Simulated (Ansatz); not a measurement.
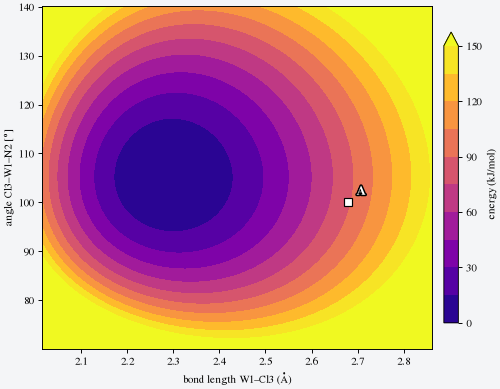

WNCl3. First axis: bond length W1–Cl3. Second axis: angle Cl3–W1–N2. Nothing is relaxed (all other coordinates rigid). The scan uses a 15 × 15 grid. Points are written as (first, second). Energies: kJ/mol, counted from the relaxed molecule at the same level. Computed with RHF/def2-SVP in Ansatz.

In the figure: filled contours, one colour for all values above the top of the scale, the point A. Between grid points the surface is interpolated.

Question: Which way does the force act at A, and how strong is it?

Answer: A, at (2.680 Å, 100.1°), is not a stationary point. The computed force is 340 kJ/mol for each Å towards smaller values of bond length W1–Cl3 and 0.78 kJ/mol for each degree towards larger values of angle Cl3–W1–N2.
